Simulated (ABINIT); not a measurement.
# AlN (P6_3mc): Bethe-Salpeter spectra with ABINIT

Aim: follow the lowest exciton of AlN (P6_3mc) as the mesh is refined.

Program: ABINIT 10.8.3. Level of theory: PBE and many-body steps on it, plane waves. Results are calculated unless marked as measured.

The database entry behind the starting cell differs from later determinations by our own check (inner coordinate u about 0.002 short), so it need not match the best structure at ambient conditions.

### 1. Set-up

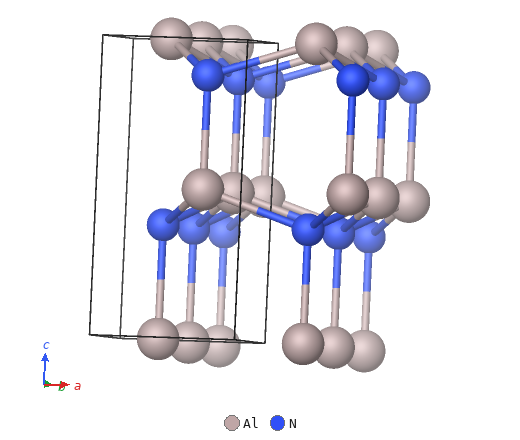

The starting structure, seen slightly off an axis (aluminium light grey, nitrogen blue). 2×3×1 cells are drawn. Some periodic images of atoms are drawn too.

The cell and positions come from the Crystallography Open Database and are kept as given unless a step says otherwise.

### 2. Empty states on the mesh, 6×6×4 mesh, 110 bands

This step: ABINIT 10.8.3; DFT, PBE, plane waves, norm-conserving pseudopotentials.

The sums over transitions need many empty states on a uniform mesh; this step solves for them.

File run.abi:

```
acell 3*1.0 Angstrom
rprim 
  3.113000000011 -0.000000000003 0.000000000000
  -1.556500000003 2.695937081992 0.000000000000
  0.000000000000 0.000000000000 4.981000000000
ntypat 2
znucl 13 7
natom 4
typat 1 1 2 2
xred 
  0.333333333333 0.666666666667 0.000000000000
  0.666666666667 0.333333333333 0.500000000000
  0.333333333333 0.666666666667 0.380000000000
  0.666666666667 0.333333333333 0.880000000000
pp_dirpath "pseudos"
pseudos "Al.upf, N.upf"
ecut 36
ngkpt 6 6 4
nshiftk 1
shiftk 0 0 0
kptopt 1
chksymbreak 0
irdden 1
istwfk *1
nband 110
prtvol 0
optdriver 6
gwr_task "HDIAGO"
paral_kgb 0
occopt 1
indata_prefix "in"
outdata_prefix "out"
tmpdata_prefix "tmp"
```

Started as:

```console
$ OMP_NUM_THREADS=1 mpirun -n 8 abinit run.abi > log
```

Numbers of over 12 decimals in the logs are rounded to 6 here.

Output:

```text
.Version 10.8.3 of ABINIT. v10.8.2 released Aug 2026.

 Symmetries : space group P6_3 m c (#186); Bravais hP (primitive hexag.)
[... echo of the input left out ...]
== DATASET  1 ==================================================================
-   mpi_nproc: 8, omp_nthreads: 1 (-1 if OMP is not activated)

--- !DatasetInfo
iteration_state: {dtset: 1, }
dimensions: {natom: 4, nkpt: 21, mband: 110, nsppol: 1, nspinor: 1, nspden: 1, mpw: 2934, }
cutoff_energies: {ecut:  36.0, pawecutdg:  -1.0, }
[...]
Direct band gap semiconductor
 Fundamental gap:     4.220 (eV)
   VBM:     5.314 (eV) at k: [ 0.0000E+00,  0.0000E+00,  0.0000E+00]
   CBM:     9.535 (eV) at k: [ 0.0000E+00,  0.0000E+00,  0.0000E+00]
 Direct gap:         4.220 (eV) at k: [ 0.0000E+00,  0.0000E+00,  0.0000E+00]

== END DATASET(S) ==============================================================
================================================================================

 -outvars: echo values of variables after computation  --------
           etotal      0.0000000000E+00
            nband         110
             nkpt          21
          spgroup         186
 [... the other variables as echoed above ...]

 Calculation completed.
```

Run time: 54 s. Hardware: 8 MPI ranks of Arm Neoverse V1, shared host; peak memory 4.1 GiB; 7.2 min of CPU time.

Numbers from this step:

- gap: 4.220 eV
- k of the valence top: 0, 0, 0
- k of the conduction bottom: 0, 0, 0
- least direct gap: 4.220 eV
- k points computed: 21
- lowest point of the top converged band, above the valence top: 84.0306 eV

On this mesh the gap is 4.220 eV.

The density comes from a self-consistent run that is not shown.

### 3. Screening, 6×6×4 mesh, 102 bands, screening to 163.3 eV

The RPA dielectric matrix is built and inverted for each q.

This step: RPA screening on PBE, plane waves, norm-conserving pseudopotentials.

run.abi: that of step 2 with these lines changed.

```diff
@@ -22,10 +22,11 @@
 chksymbreak 0
-irdden 1
 istwfk *1
-nband 110
-prtvol 0
-optdriver 6
-gwr_task "HDIAGO"
-paral_kgb 0
 occopt 1
+irdwfk 1
+optdriver 3
+nband 102
+ecuteps 6
+inclvkb 2
+awtr 1
+symchi 1
 indata_prefix "in"
```

Output:

```text
.Version 10.8.3 of ABINIT. v10.8.2 released Aug 2026.

 Symmetries : space group P6_3 m c (#186); Bravais hP (primitive hexag.)
[... echo of the input left out ...]
== DATASET  1 ==================================================================
-   mpi_nproc: 8, omp_nthreads: 1 (-1 if OMP is not activated)

--- !DatasetInfo
iteration_state: {dtset: 1, }
dimensions: {natom: 4, nkpt: 21, mband: 102, nsppol: 1, nspinor: 1, nspden: 1, mpw: 2934, }
cutoff_energies: {ecut:  36.0, pawecutdg:  -1.0, }
[...]
--------------------------------------------------------------------------------
[... chi0 elements left out ...]
 For q-point:  0.000010 0.000020 0.000030
  dielectric constant =   4.2153
  dielectric constant without local fields =   4.6411

  Average fulfillment of the sum rule on Im[epsilon] for q-point    1 :     80.33  [%]
[... wings left out ...]
  q-point number  2        q = ( 0.166667, 0.000000, 0.000000) [r.l.u.]
--------------------------------------------------------------------------------
[... chi0 elements left out ...]
  Average fulfillment of the sum rule on Im[epsilon] for q-point    2 :     89.01  [%]

 [... 19 further q-points ...]
```

The job ended after 48 s (8 MPI ranks; peak memory 1.6 GiB).

This step gave:

- ε∞ with local fields, on this mesh, along the program's q direction: 4.215
- the same without local fields: 4.641
- plasma frequency: 22.97 eV
- plane waves in the screening matrix: 197

Local fields lower ε∞ by 9 %.

### 4. Self-energy, 6×6×4 mesh, 102 bands, screening to 163.3 eV

The self-energy is evaluated for the states that the input lists, and the levels follow from it, in one-shot runs by the linearised quasiparticle equation.

This step: G0W0 on PBE, plane waves, norm-conserving pseudopotentials.

run.abi: that of step 3 with these lines changed.

```diff
@@ -25,8 +25,15 @@
 irdwfk 1
-optdriver 3
+optdriver 4
 nband 102
+gwcalctyp 0
+ecutsigx 36
+symsigma 1
+nkptgw 1
+kptgw 
+  0.0000000000 0.0000000000 0.0000000000
+bdgw 
+  6 10
 ecuteps 6
-inclvkb 2
-awtr 1
-symchi 1
+irdscr 1
+ppmodel 1
 indata_prefix "in"
```

Output:

```text
.Version 10.8.3 of ABINIT. v10.8.2 released Aug 2026.

 Symmetries : space group P6_3 m c (#186); Bravais hP (primitive hexag.)
[... echo of the input left out ...]
== DATASET  1 ==================================================================
-   mpi_nproc: 8, omp_nthreads: 1 (-1 if OMP is not activated)

--- !DatasetInfo
iteration_state: {dtset: 1, }
dimensions: {natom: 4, nkpt: 21, mband: 102, nsppol: 1, nspinor: 1, nspden: 1, mpw: 2934, }
cutoff_energies: {ecut:  36.0, pawecutdg:  -1.0, }
[...]
8   5.314 -17.078 -21.024   3.156   0.789  -0.267 -17.701  -0.623   4.691
        9   9.535 -12.527  -8.048  -3.614   0.819  -0.221 -11.819   0.708  10.243
       10  11.990 -10.836  -5.799  -4.162   0.828  -0.208 -10.112   0.724  12.714

== END DATASET(S) ==============================================================
================================================================================

 -outvars: echo values of variables after computation  --------
           etotal      0.0000000000E+00
            nband         102
             nkpt          21
          spgroup         186
 [... the other variables as echoed above ...]

 Calculation completed.
```

It took 5.1 s on 8 MPI ranks; peak memory 1.2 GiB; 40 s of CPU time.

Numbers from this step:

| Quantity | Value |
| --- | --- |
| G0W0 gap on the points computed | 5.552 eV |
| starting gap on the mesh | 4.220 eV |
| k of the valence top | 0, 0, 0 |
| k of the conduction bottom | 0, 0, 0 |
| least direct G0W0 gap on the computed points | 5.552 eV |

The gap on the mesh goes from 4.22 eV to 5.55 eV, a correction of +1.33 eV.

The gap opens by 1.332 eV; the next steps shift the empty bands rigidly by 1.332 eV.

### 5. Dielectric constant by perturbation theory

The response to a uniform field gives ε∞, a yardstick for the screening that GW builds on its mesh.

This step: DFT, PBE, linear response to an electric field, plane waves, norm-conserving pseudopotentials.

run.abi: that of step 4 with these lines changed.

```diff
@@ -17,23 +17,31 @@
 ecut 36
-ngkpt 6 6 4
+ngkpt 9 9 6
 nshiftk 1
-shiftk 0 0 0
-kptopt 1
+shiftk 0 0 0.5
 chksymbreak 0
+ndtset 3
+nband 8
+occopt 1
 istwfk *1
-occopt 1
-irdwfk 1
-optdriver 4
-nband 102
-gwcalctyp 0
-ecutsigx 36
-symsigma 1
-nkptgw 1
-kptgw 
-  0.0000000000 0.0000000000 0.0000000000
-bdgw 
-  6 10
-ecuteps 6
-irdscr 1
-ppmodel 1
+nstep 60
+tolwfr1 1e-18
+iscf2 -3
+rfelfd2 2
+kptopt2 2
+getwfk2 1
+tolwfr2 1e-18
+rfelfd3 3
+kptopt3 2
+getwfk3 1
+getddk3 2
+tolvrs3 1e-08
+rfdir 1 1 1
+nqpt2 1
+nqpt3 1
+qpt 0 0 0
+prtwf3 0
+prtden 0
+optforces1 0
+optstress1 0
+kptopt1 1
 indata_prefix "in"
```

Output:

```text
.Version 10.8.3 of ABINIT. v10.8.2 released Aug 2026.

 DATASET    1 : space group P6_3 m c (#186); Bravais hP (primitive hexag.)
[... echo of the input left out ...]
== DATASET  1 ==================================================================
-   mpi_nproc: 8, omp_nthreads: 1 (-1 if OMP is not activated)

--- !DatasetInfo
iteration_state: {dtset: 1, }
dimensions: {natom: 4, nkpt: 36, mband: 8, nsppol: 1, nspinor: 1, nspden: 1, mpw: 2937, }
cutoff_energies: {ecut:  36.0, pawecutdg:  -1.0, }
[...]
(from electric field response)
   if specified in the inputs, charge neutrality has been imposed
     j1       j2             matrix element
  dir pert dir pert     real part    imaginary part

[...]
2    4   3    6         0.0000000000         0.0000000000
   3    4   3    6        -2.6587547287         0.0000000000

== END DATASET(S) ==============================================================
================================================================================

 -outvars: echo values of variables after computation  --------
          spgroup         186
 [... the other variables as echoed above ...]

 Calculation completed.
```

Run time: 1.7 min. Hardware: 8 MPI ranks; peak memory 0.88 GiB; 14 min of CPU time.

The field response gives a mean ε∞ of 4.47, which the model screening below takes as its input.

### 6. Excitons

Optical absorption needs the electron-hole interaction, solved here in a basis of vertical transitions on the mesh.

This step: Bethe-Salpeter equation on PBE with a scissors shift, plane waves, norm-conserving pseudopotentials.

File run.abi:

```
acell 3*1.0 Angstrom
rprim 
  3.113000000011 -0.000000000003 0.000000000000
  -1.556500000003 2.695937081992 0.000000000000
  0.000000000000 0.000000000000 4.981000000000
ntypat 2
znucl 13 7
natom 4
typat 1 1 2 2
xred 
  0.333333333333 0.666666666667 0.000000000000
  0.666666666667 0.333333333333 0.500000000000
  0.333333333333 0.666666666667 0.380000000000
  0.666666666667 0.333333333333 0.880000000000
pp_dirpath "pseudos"
pseudos "Al.upf, N.upf"
ecut 36
ngkpt 6 6 4
nshiftk 1
shiftk 0 0 0
kptopt 1
chksymbreak 0
istwfk *1
occopt 1
irdwfk 1
optdriver 99
bs_calctype 1
mbpt_sciss 1.332 eV
bs_loband 4
nband 10
bs_exchange_term 1
bs_coulomb_term 11
bs_coupling 0
bs_algorithm 1
bs_freq_mesh 0 9 0.05 eV
zcut 0.1 eV
ecuteps 3
ecutwfn 18
inclvkb 2
irdscr 1
indata_prefix "in"
outdata_prefix "out"
tmpdata_prefix "tmp"
```

Output:

```text
.Version 10.8.3 of ABINIT. v10.8.2 released Aug 2026.

 Symmetries : space group P6_3 m c (#186); Bravais hP (primitive hexag.)
[... echo of the input left out ...]
== DATASET  1 ==================================================================
-   mpi_nproc: 8, omp_nthreads: 1 (-1 if OMP is not activated)

--- !DatasetInfo
iteration_state: {dtset: 1, }
dimensions: {natom: 4, nkpt: 21, mband: 10, nsppol: 1, nspinor: 1, nspden: 1, mpw: 1061, }
cutoff_energies: {ecut:  18.0, pawecutdg:  -1.0, }
electrons: {nelect:   1.60000000E+01, charge:   0.00000000E+00, occopt:   1.00000000E+00, tsmear:   1.00000000E-02, }

 Exciton: Calculation of dielectric properties by solving the Bethe-Salpeter equation
 in frequency domain and reciprocal space on a transitions basis set.
 Based on a program developed by L. Reining, V. Olevano, F. Sottile,
 S. Albrecht, and G. Onida. Incorporated in ABINIT by M. Giantomassi.

.Using double precision arithmetic ; gwpc =  8

[... cell and pseudopotentials left out ...]
--------------------------------------------------------------------------------

 ==== K-mesh for the wavefunctions ====
 Number of points in the irreducible wedge :    21
[... list of points left out ...]
 Together with 12 symmetry operations and time-reversal symmetry
 yields   144 points in the full Brillouin Zone.

 ==== Q-mesh for the screening function ====
 Number of points in the irreducible wedge :    21
[... list of points left out ...]
 Together with 12 symmetry operations and time-reversal symmetry
 yields   144 points in the full Brillouin Zone.

 vcoul_init : cutoff-mode = AUXILIARY_FUNCTION
 q-points for optical limit:   1
     1)      0.000010    0.000020    0.000030
 setmesh: FFT mesh size selected  =    18x   18x   30
          total number of points  =         9720

 ==== Fundamental parameters for the solution of the Bethe-Salpeter equation: ====
 Algorithm: Direct diagonalization.
 Dimension of the v, W matrices,  npweps  = 67
 Cutoff for the wavefunctions,    npwwfn  = 1061
 Number of k-points in the IBZ,   nkibz   = 21
 Highest empty band included,     nband   = 10
 === Spin UP ===
 Number of resonant transitions          1440
 Lowest occupied state                   4
 Highest occupied state                  8
 Lowest unoccupied state                 9
 Highest unoccupied state                10
 Minimum frequency [eV]           Emin    =   0.00
 Maximum frequency [eV]           Emax    =   9.00
 Frequency step [eV]              dE      =   0.05
 Lorentzian broadening [eV]       eta     =   0.10
 RPA L0 with KS energies and KS wavefunctions
 Scissors operator energy [eV] =          1.33
 Local fields effects (v term) included
 Excitonic effects (W term) included
 Full W_GG' included
 W is read from an external SCR file
 Resonant-only calculation (Hermitian case)

 Calculating epsilon_Macro(q-->0,w), along the following directions:
 q = (  0.810828  0.000000  0.000000) [r.l.u.]
 q = (  0.000000  0.810828  0.000000) [r.l.u.]
 q = (  0.000000  0.000000  1.498082) [r.l.u.]
 q = (  0.936264 -0.468132  0.000000) [r.l.u.]
 q = ( -0.000000  0.810828  0.000000) [r.l.u.]
 q = (  0.000000  0.000000  1.498082) [r.l.u.]
 Number of electrons calculated from density =   15.9910; Expected =   16.0000
 average of density, n =  0.056686
 r_s =    1.6149
 omega_plasma =   22.9664 [eV]

. Writing resonant excitonic Hamiltonian on file out_BSR; file size=   0.02 [Gb].
 Direct diagonalization of the resonant excitonic Hamiltonian, Matrix size= 1440
. Using LAPACK sequential version.
 Excitonic eigenvalues in eV up to n=   32
   5.01142   5.18358   5.18392   5.83082   5.83145   6.19403   6.19596   6.26072
   6.26080   6.28176   6.42831   6.42925   6.50331   6.50573   6.51906   6.51914
   6.51994   6.53131   6.53457   6.54693   6.58868   6.68499   6.68653   6.71983
   6.71993   6.75653   6.75911   6.79131   6.80880   6.80908   6.81060   6.97320

 First excitonic eigenvalue=    5.01 [eV]
 Last  excitonic eigenvalue=   13.47 [eV]

 GW  direct gap       5.55  0.00 [eV]
 EXC direct gap       5.01  0.00 [eV]
 EXC binding energy   0.54  0.00 [eV]

 Excitonic eigenvalues up to the GW energy gap [eV]
  1 (  5.01  0.00)
  2 (  5.18  0.00)
  3 (  5.18  0.00)

 Macroscopic dielectric function:
 omega [eV] <KS_RPA_nlf>  <GW_RPA_nlf>  <BSE>
   0.0000   3.1159   0.0000   2.7877   0.0000   3.0941   0.0000
   0.0500   3.1160   0.0004   2.7878   0.0002   3.0942   0.0004
   0.1000   3.1163   0.0008   2.7880   0.0005   3.0945   0.0008
   0.1500   3.1168   0.0013   2.7883   0.0007   3.0950   0.0012
   0.2000   3.1176   0.0017   2.7887   0.0010   3.0957   0.0016
   0.2500   3.1185   0.0021   2.7892   0.0012   3.0966   0.0020
   0.3000   3.1197   0.0025   2.7899   0.0015   3.0977   0.0024
   0.3500   3.1210   0.0030   2.7907   0.0017   3.0990   0.0028
   0.4000   3.1226   0.0034   2.7916   0.0020   3.1006   0.0033
   0.4500   3.1244   0.0038   2.7927   0.0022   3.1023   0.0037

 Writing KS-RPA macroscopic dielectric function without local fields to file: out_RPA_NLF_MDF
 Writing GW-RPA macroscopic dielectric function without local fields to file: out_GW_NLF_MDF
 Writing EXC Macroscopic dielectric function to file: out_EXC_MDF

== END DATASET(S) ==============================================================
================================================================================

 -outvars: echo values of variables after computation  --------
           etotal      0.0000000000E+00
            nband          10
             nkpt          21
          spgroup         186
 [... the other variables as echoed above ...]

 Calculation completed.
```

Wall time 33 s (8 MPI ranks); peak memory 0.71 GiB.

Numbers from this step:

```yaml
direct_gap_of_the_transition_levels: 5.552 eV
transitions_in_the_window: 1440
first_strong_exciton_over_a_fiftieth_of_the_strongest_listed: 5.011 eV
lowest_state: 5.011 eV
binding_of_the_lowest_state_below_the_direct_gap: 0.5406 eV
coulomb_term_of_one_mesh_cell: 0.5333 eV
```

The binding is 1.0 times the screened Coulomb term of one mesh cell (0.53 eV), so it is not shown settled.

The lowest state lies at 5.011 eV, 0.541 eV under the direct gap.

Lines within 3 meV are set at the lowest of them, and the highest group, which the list may cut short, is left out; lines within 3 meV are set at the lowest of them, and the highest group, which the list may cut short, is left out. Lines of the exciton spectrum (strongest = 100):

| position (eV) | lines merged | oscillator strength, relative |
| --- | --- | --- |
| 5.011 | 1 | 21 |
| 5.184 | 2 | 46 |
| 5.831 | 2 | 0.0 |
| 6.194 | 2 | 100 |
| 6.261 | 2 | 0.0 |
| 6.282 | 1 | 85 |
| 6.428 | 2 | 0.2 |

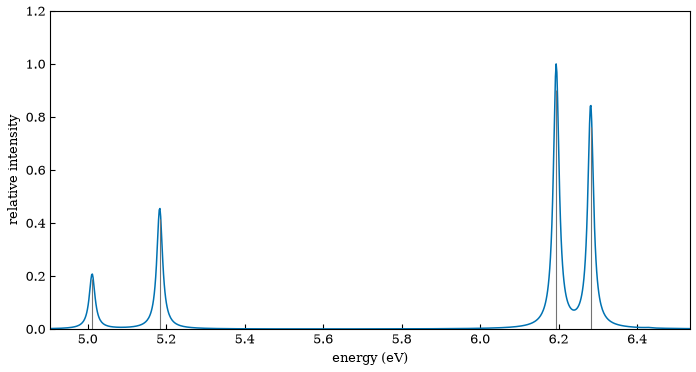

The exciton spectrum, broadened with Lorentzians of width 0.018 eV; bars mark the lines.

The ε₂ has structure finer than the step of the table below, so its rows give means over 0.5 eV, whole bins alone (the curve runs from 0 to 9 eV). Peaks (eV: height): BSE 5.20: 2.71, 6.25: 8.65, 7.00: 13.9, 7.90: 9.13; no electron-hole interaction 7.75: 8.19, 8.10: 6.43, 8.55: 12.0; Kohn-Sham, no shift 6.45: 8.31, 6.75: 6.49, 7.25: 12.0, 8.85: 5.81.

Mean over the three Cartesian directions of q; broadening 0.1 eV; transition window only. Limits: finite bands, cutoff and mesh; exciton not shown settled in the k mesh. Table of ε₂ by photon energy; means over each step:

| photon energy (eV) | BSE | no electron-hole interaction | Kohn-Sham, no shift |
| --- | --- | --- | --- |
| 0.5 | 0.00411 | 0.00248 | 0.00428 |
| 1.0 | 0.00850 | 0.00508 | 0.00884 |
| 1.5 | 0.0135 | 0.00792 | 0.0141 |
| 2.0 | 0.0196 | 0.0112 | 0.0207 |
| 2.5 | 0.0275 | 0.0151 | 0.0296 |
| 3.0 | 0.0388 | 0.0201 | 0.0435 |
| 3.5 | 0.0564 | 0.0267 | 0.0725 |
| 4.0 | 0.0902 | 0.0364 | 0.318 |
| 4.5 | 0.200 | 0.0530 | 0.655 |
| 5.0 | 1.56 | 0.0972 | 0.323 |
| 5.5 | 0.805 | 0.607 | 1.80 |
| 6.0 | 3.28 | 0.410 | 2.41 |
| 6.5 | 5.13 | 0.578 | 6.18 |
| 7.0 | 8.73 | 2.19 | 7.22 |
| 7.5 | 6.75 | 3.78 | 9.09 |
| 8.0 | 7.60 | 5.86 | 6.59 |
| 8.5 | 4.39 | 8.88 | 4.23 |

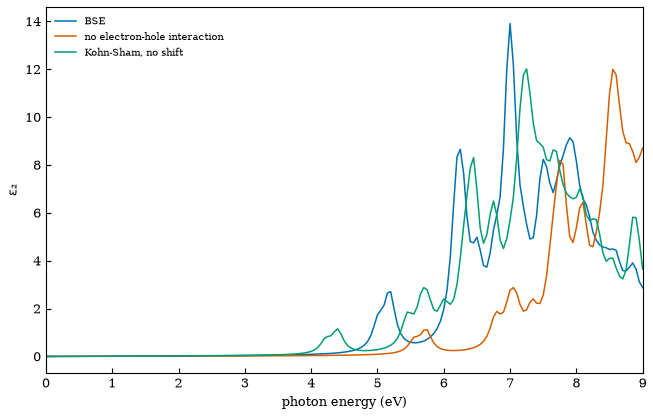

ε₂, plotted against photon energy.

(Part 1 of 3 ends here.)

[Paths, hosts, dates, memory and timing lines, banners, echoed tables and standing remarks are left out of the program output.]

[Logs are printed without paths, hosts, clocks, repeated set-up lines and the standing remarks that a program may print on its own settings, such as how far it seeks lower states.]

[Runs of the session that timed out or met a known fault of the program may be left out.]

[Hosts, paths, dates, database ids (printed as entryN), source tags and the programs' standing remarks are cut or masked in the printed files.]

[G0W0 gaps are taken among the corrected bands and points alone; a level outside them can change the order at an edge.]

[Where Ansatz stands beside ABINIT at settings called matched, ABINIT's density can come from a denser mesh and the files from another edition; pairs whose starting gaps differed by over 0.03 eV were left out, so agreement reads better than it is.]
